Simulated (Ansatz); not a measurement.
## LaLuS2F2 (built on the sites of a database entry of LaSF): relaxing the cell for a phonon run: relaxation

Ansatz 0.2.0; DFT PBEsol, scalar-relativistic, plane waves, PseudoDojo norm-conserving pseudopotentials.

The structure was built from a prototype and need not be the compound's stable phase.

The structure is tetragonal, space group P4mm (No. 99). Conventional cell: a = 3.834 Å, b = 3.834 Å, c = 6.844 Å, α = 90.00°, β = 90.00°, γ = 90.00°. Nearest to Lu lie 4 F at 2.46 Å and 5 S at 2.71 to 2.81 Å. La has 4 F at 2.50 Å and 5 S at 2.88 to 2.94 Å nearest. S has 1 Lu at 2.71 Å and 4 La at 2.88 Å nearest. Nearest to S lie 4 Lu at 2.81 Å and 1 La at 2.94 Å. F has 2 Lu at 2.46 Å and 2 La at 2.50 Å nearest. Farther neighbours and most contacts between anions are not listed.

Relaxation path:

```tsv
step	energy less that of the first step (eV)	largest force component (eV/Å)	pressure (GPa)	volume (Å³)
1	0.0000	0.0227	-0.03	100.60
2	0.0001	0.0634	-0.01	100.57
3	-0.0001	0.0104	-0.01	100.58
4	-0.0002	0.0092	-0.02	100.58
5	-0.0002	0.0054	0.00	100.56
6	-0.0002	0.0004	0.00	100.56
7*	-0.0002	0.0004	0.00	100.56
```

Relaxation steps marked * repeat the geometry before them on a plane-wave basis chosen anew for their cell, so energy and pressure can jump there. Relaxation step 2 was tried and not accepted.

Forces are held to the 8 operations that the run works with; a distortion that breaks them can't arise in this run.

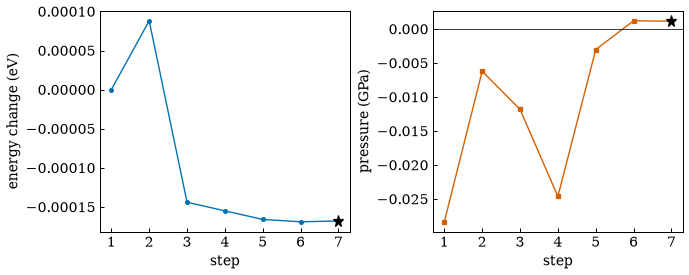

Energy and pressure along the relaxation. Stars mark steps on a basis chosen anew.

```tsv
conventional cell, symmetrised	before	after	change
a (Å)	3.834	3.831	-0.1 %
b (Å)	3.834	3.831	-0.1 %
c (Å)	6.844	6.852	+0.1 %
volume (Å³/atom)	16.77	16.76	-0.0 %
```

Final coordinates:

```xyz
6
Lattice="3.8309 0.0000 0.0000 0.0000 3.8309 0.0000 0.0000 0.0000 6.8520" Properties=species:S:1:pos:R:3 pbc="T T T"
Lu    1.9154    0.0000    1.6025
La    0.0000    1.9154    5.3000
S     1.9154    0.0000    4.3192
S     0.0000    1.9154    2.3560
F     0.0000    0.0000    0.0632
F     1.9154    1.9154    0.0632
```

Numbers from this step:

```yaml
pressure: 0.001138 GPa
gap_on_the_k_mesh: 1.116 eV
volume_per_atom: 16.76 Å³
direct_gap_on_mesh: 1.116 eV
```

Q: Write an input that reproduces this.

The system, level and task follow from the heading and the kind of results. Meshes, cutoffs and thresholds can't be read from the results; these are the ones that the run used.

input.yaml

```yaml
crystal:
  lattice:
    - [3.8338836291, 0.0, 0.0]
    - [0.0, 3.8338836291, 0.0]
    - [0.0, 0.0, 6.84393826]
  atoms:
    - { symbol: Lu, position: [0.5, 0.0, 0.2343470838] }
    - { symbol: La, position: [0.0, 0.5, 0.7736033045] }
    - { symbol: S, position: [0.5, 0.0, 0.6302788631] }
    - { symbol: S, position: [0.0, 0.5, 0.3439647438] }
    - { symbol: F, position: [0.0, 0.0, 0.0089030024] }
    - { symbol: F, position: [0.5, 0.5, 0.0089030024] }
kpoints:
  mp_grid: { grid: [6, 6, 4] }
hamiltonian:
  xc: pbesol
  pseudopotentials: { kind: nc, accuracy: standard }
scf:
  occupations: { method: gaussian, width: 0.02 }
output:
  forces: true
  stress: true
  eigenvalues: true
relax:
  adjacent_minimum: "off"
  f_tol: 0.005
  max_steps: 80
  cell: { stress_tol: 0.05 }
```

Command:

```sh
$ ansatz run input.yaml --threads 8 --pin off --max-ram 14336MiB --backend cpu --events-out ev --progress --plain --runs-dir out
```

[Logs are printed without paths, hosts, clocks, repeated set-up lines and the standing remarks that a program may print on its own settings, such as how far it seeks lower states.]

[Hosts, paths, dates, database ids (printed as entryN), source tags and the programs' standing remarks are cut or masked in the printed files.]
